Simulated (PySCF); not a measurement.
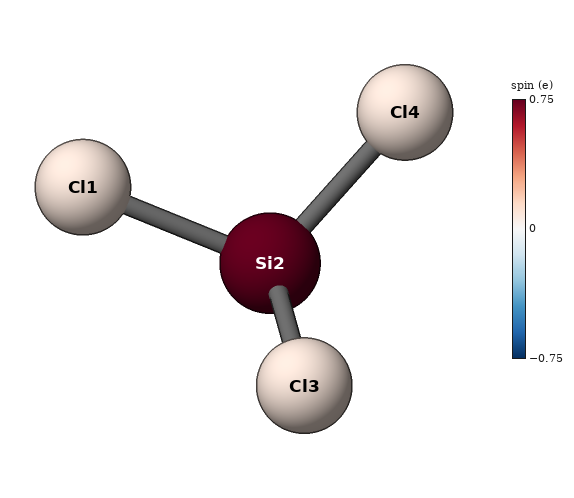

Atoms are coloured by their Mulliken spin populations. The species is neutral and a spin doublet. Computed geometry: GFN2-xTB optimisation. No frequency run is at hand to confirm it as a minimum. Level of theory: UKS B3LYP, pcH-1 on Cl Si, non-relativistic (PySCF 2.14.0).

List the Mulliken spin populations.

```
atom  value (e)
 Cl1       0.09
 Si2       0.74
 Cl3       0.09
 Cl4       0.09
```

Mulliken values depend strongly on the basis set. The geometry is semi-empirical. Around Si such bond lengths and angles can be off by a tenth of an ångström or more and by several degrees, and values that hang on the shape move with them.
